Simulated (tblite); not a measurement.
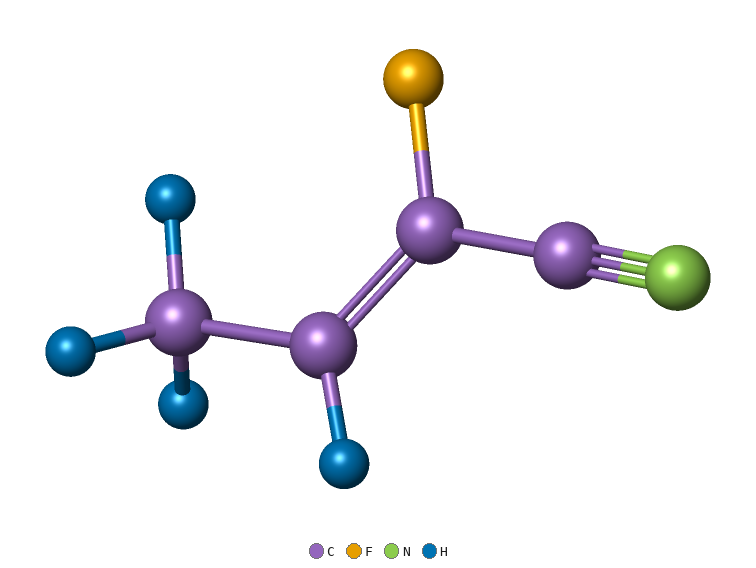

Simulated data, not a measurement (program: tblite).

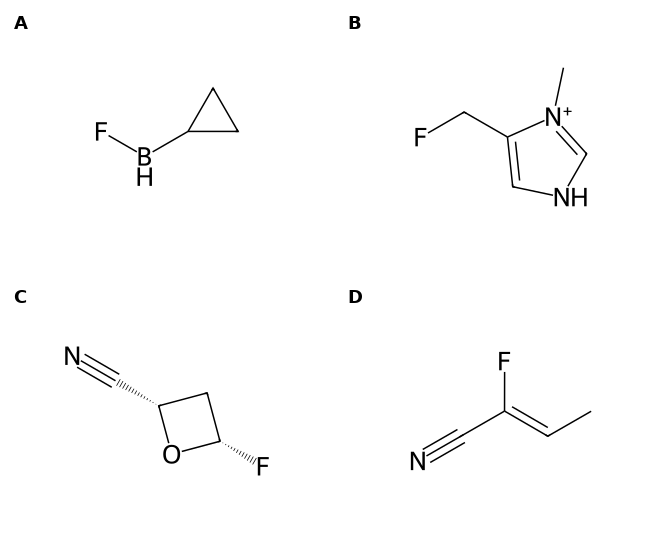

The first picture shows one of the molecules drawn in the second. Which?

Answer. D, `C/C=C(\F)C#N`.
